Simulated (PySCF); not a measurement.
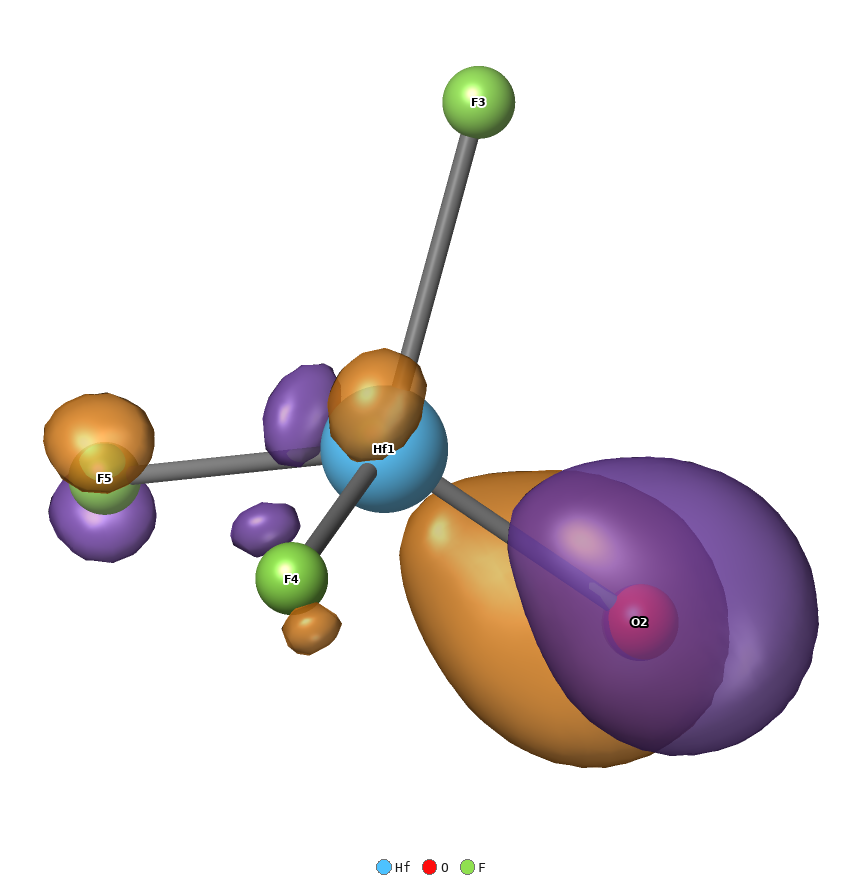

The picture shows: F₃HfO (charge −1). The HOMO at ±0.2 Å⁻³ᐟ² (orange and purple are the two phases), seen at an oblique angle.

Core potentials replace the inner electrons of Hf.

All numbers below come from RKS TPSS, Hf def2-SVP with ECP60, O def2-SVP, F def2-SVP; non-relativistic Hamiltonian with scalar-relativistic core potentials where named; density fitting in PySCF.

```csv
atom,x (Å),y (Å),z (Å)
Hf,0.0112,0.0112,0.0112
O,1.0649,1.0649,1.0649
F,-1.1356,-1.1356,1.1623
F,1.1623,-1.1356,-1.1356
F,-1.1356,1.1623,-1.1356
```

> Where does this orbital lie, and at what energy?

By Hirshfeld shares it lies mainly on O2 (about 75 %) and Hf1 (about 20 %). It is one of a degenerate set, so its orientation is arbitrary. Its energy is −1.04 eV.
